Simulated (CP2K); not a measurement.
**GFN1-xTB run of CH2InNO (SMILES C1=[N][InH][O]1)**

What is the vertical singlet–triplet gap of CH2InNO at GFN1-xTB? 

The results are computed with CP2K 2026.2.

1 further run of the same task is left out (set aside as unsound or not needed).

**1. The molecule**

CH2InNO has 6 atoms, charge 0, and is taken as a singlet. SMILES: `C1=[N][InH][O]1`. Geometry: a GFN2-xTB relaxation, a rough one for these elements and not checked as a minimum.

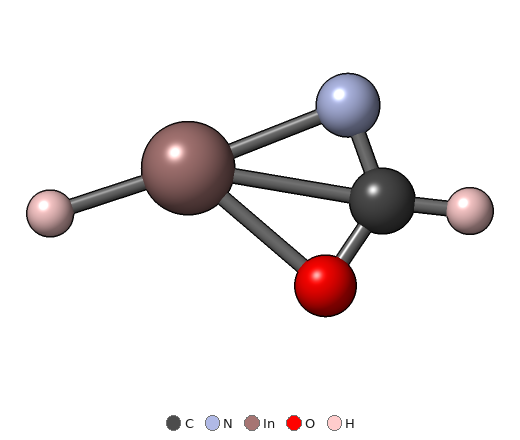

Viewed from a chosen angle; carbon dark grey, nitrogen light blue, indium brown, oxygen red, hydrogen pink.

**2. Energy and gradient at GFN1-xTB**

File mol.inp:

```
&FORCE_EVAL
 METHOD QUICKSTEP
 &DFT
  &QS
   METHOD XTB
   EPS_DEFAULT 1.0E-10
   &XTB
    GFN_TYPE 1
    CHECK_ATOMIC_CHARGES F
   &END
  &END
  &POISSON
   PERIODIC NONE
   POISSON_SOLVER ANALYTIC
  &END
  &SCF
   SCF_GUESS ATOMIC
   EPS_SCF 1.0E-06
   MAX_SCF 40
   &OT
    MINIMIZER DIIS
    PRECONDITIONER FULL_ALL
   &END
   &OUTER_SCF
    EPS_SCF 1.0E-06
    MAX_SCF 10
   &END
  &END
  &PRINT
   &MOMENTS
    PERIODIC F
    REFERENCE COM
    MAX_MOMENT 1
   &END
   &MO_CUBES
    NLUMO 5
    NHOMO -1
    WRITE_CUBE F
   &END
   &HIRSHFELD OFF
   &END
  &END
 &END
 &SUBSYS
  &CELL
   ABC 16.8 18.1 20.9
   PERIODIC NONE
  &END
  &COORD
   SCALED T
   C    0.51365238   0.48700166   0.42933373
   N    0.50451964   0.55691160   0.43080694
   In   0.48868869   0.54842983   0.53202847
   O    0.51111845   0.44308840   0.47690885
   H    0.52476250   0.46253536   0.38222943
   H    0.47523750   0.54701602   0.61777057
  &END
 &END
 &PRINT
  &FORCES ON
  &END
 &END
&END

&GLOBAL
 PROJECT_NAME mol
 RUN_TYPE ENERGY_FORCE
 PRINT_LEVEL MEDIUM
&END
```

Started as:

```
$ OMP_NUM_THREADS=1 cp2k.psmp -i mol.inp > mol.out 2>&1
```

The log of the run, shortened:

```text
CP2K| version string:                                       CP2K version 2026.2
[...]
 GLOBAL| Method name                                                        CP2K
[...]
 GLOBAL| Run type                                                   ENERGY_FORCE
[...]
                             - Atoms:                                          6
[...]
                             - Spherical basis functions:                     25
[...]
 Number of electrons:                                                         20
[...]
     1 OT DIIS     0.15E+00    0.0     0.25304463       -12.2097282774 -1.22E+01
[...]
    20 OT DIIS     0.15E+00    0.0     0.00000089       -12.5545518584 -7.20E-11
  *** SCF run converged in    20 steps ***
[...]
 TB_DIPOLE| Moment [Debye]         -0.57146550       2.19022855       2.37782706
 TB_DIPOLE| Derivative [a.u.]       0.00000000       0.00000000       0.00000000
[...]
 ENERGY| Total FORCE_EVAL ( QS ) energy [hartree]            -12.554551858451520
 FORCES| Atomic forces [hartree/bohr]
 FORCES|   Atom     x               y               z               |f|
 FORCES|      1  7.12440515E-03 -2.06524516E-02 -3.48487105E-02   4.11304453E-02
 FORCES|      2 -3.23388828E-03  1.48666371E-02  1.10997080E-02   1.88329087E-02
 FORCES|      3 -2.39575772E-03  9.77716198E-03  8.77921566E-03   1.33569150E-02
 FORCES|      4 -2.23495864E-03  4.36438058E-04  1.62849509E-02   1.64433921E-02
 FORCES|      5  9.09922443E-04 -2.43290787E-03 -4.56564185E-03   5.25281686E-03
 FORCES|      6 -1.69722953E-04 -1.99487767E-03  3.25047782E-03   3.81758416E-03
 FORCES| Sum     6.98226199E-17 -1.30537942E-16 -2.51534904E-17
 FORCES| Total atomic force                                       1.50160083E-16
[...]
```

Run time: 1.4 s. Hardware: 1 thread of AMD EPYC 7R43 (Zen 3), shared host; peak memory 0.19 GiB.

**3. The triplet at the same level**

File run.inp:

```
&FORCE_EVAL
   METHOD QUICKSTEP
   &DFT
      CHARGE 0
      MULTIPLICITY 3
      LSD T
      # Quickstep
      &QS
         METHOD XTB
         EPS_DEFAULT 1.0E-10
         &XTB
            GFN_TYPE 1
            CHECK_ATOMIC_CHARGES F
         &END XTB
      &END QS
      # cluster boundary conditions
      &POISSON
         PERIODIC NONE
         POISSON_SOLVER ANALYTIC
      &END POISSON
      # SCF settings
      &SCF
         SCF_GUESS ATOMIC
         EPS_SCF 1.0E-06
         MAX_SCF 100
         &DIAGONALIZATION
            ALGORITHM STANDARD
         &END DIAGONALIZATION
         &MIXING
            METHOD DIRECT_P_MIXING
            ALPHA 0.4
         &END MIXING
      &END SCF
      &PRINT
         &MOMENTS
            PERIODIC F
            REFERENCE COM
            MAX_MOMENT 1
         &END MOMENTS
         &MO ON
            ENERGIES T
            OCCUPATION_NUMBERS T
            NDIGITS 6
            &EACH
               QS_SCF 0
            &END EACH
            ADD_LAST NUMERIC
         &END MO
         &HIRSHFELD OFF
         &END HIRSHFELD
      &END PRINT
   &END DFT
   # structure
   &SUBSYS
      &CELL
         ABC [angstrom] 16.8 18.1 20.9
         PERIODIC NONE
      &END CELL
      &COORD
         SCALED T
         C    0.51365238   0.48700166   0.42933373
         N    0.50451964   0.55691160   0.43080694
         In   0.48868869   0.54842983   0.53202847
         O    0.51111845   0.44308840   0.47690885
         H    0.52476250   0.46253536   0.38222943
         H    0.47523750   0.54701602   0.61777057
      &END COORD
   &END SUBSYS
   &PRINT
      &FORCES ON
      &END FORCES
   &END PRINT
&END FORCE_EVAL

&GLOBAL
   PROJECT run
   RUN_TYPE ENERGY_FORCE
   PRINT_LEVEL MEDIUM
&END GLOBAL
```

Started as:

```
$ OMP_NUM_THREADS=1 cp2k.psmp -i run.inp > run.out 2>&1
```

The log of the run, shortened:

```text
CP2K| version string:                                       CP2K version 2026.2
[...]
 GLOBAL| Method name                                                        CP2K
[...]
 GLOBAL| Run type                                                   ENERGY_FORCE
[...]
                             - Atoms:                                          6
[...]
                             - Spherical basis functions:                     25
[...]
 Number of electrons:                                                         11
[...]
     1 P_Mix/Diag. 0.40E+00    0.0     0.84649534       -12.1403580685 -1.21E+01
[...]
    13 DIIS/Diag.  0.33E-06    0.0     0.00000067       -12.4265982985 -4.43E-11
  *** SCF run converged in    13 steps ***
[...]
 TB_DIPOLE| Moment [Debye]         -0.41040826       1.96332830       1.36246964
 TB_DIPOLE| Derivative [a.u.]       0.00000000       0.00000000       0.00000000
[...]
 ENERGY| Total FORCE_EVAL ( QS ) energy [hartree]            -12.426598298486040
 FORCES| Atomic forces [hartree/bohr]
 FORCES|   Atom     x               y               z               |f|
 FORCES|      1  5.49719606E-03 -3.37626344E-03 -3.74305070E-02   3.79823798E-02
 FORCES|      2  8.32850268E-03 -1.32808745E-02 -4.90037652E-02   5.14501175E-02
 FORCES|      3 -8.00834424E-03  2.59532549E-02  2.97379257E-02   4.02746725E-02
 FORCES|      4 -1.61311726E-03  3.70284264E-03  8.90327943E-03   9.77658302E-03
 FORCES|      5  2.01116995E-03 -4.93992840E-03 -1.05981897E-02   1.18646248E-02
 FORCES|      6 -6.21540718E-03 -8.05903126E-03  5.83912568E-02   5.92715627E-02
 FORCES| Sum    -1.38777878E-17 -2.09901541E-16 -1.38777878E-17
 FORCES| Total atomic force                                       2.10817084E-16
[...]
```

Wall time 1.2 s (1 thread of AMD EPYC 7R43 (Zen 3), shared host); peak memory 0.19 GiB.

**4. Summary of results**

At GFN1-xTB:

```
                                          quantity         value
                             singlet: total energy  -12.55455 Eh
singlet: dipole moment (from atomic charges alone)        3.28 D
                              singlet: HOMO energy     -10.69 eV
                        singlet: dispersion energy  -3.63 kJ/mol
                 singlet: largest force on an atom    2.115 eV/Å
                             triplet: total energy  -12.42660 Eh
triplet: dipole moment (from atomic charges alone)        2.42 D
       triplet: HOMO energy (highest over α and β)      -7.37 eV
                        triplet: dispersion energy  -3.63 kJ/mol
                 triplet: largest force on an atom    3.048 eV/Å
  vertical energy of the triplet above the singlet      3.482 eV
```

In words: The method runs without spin polarisation, so open shells lack the exchange term that lowers high spin: such gaps come out too high and can have the wrong sign. The largest force (singlet) is 2.12 eV/Å: the shape isn't a stationary point for this species at this level. At this shape the triplet lies 3.48 eV (80 kcal/mol) above the singlet. The dipole (singlet) comes from point charges on the atoms alone, without atomic dipoles, so it is partial. The dipole (triplet) comes from point charges on the atoms alone, without atomic dipoles, so it is partial.
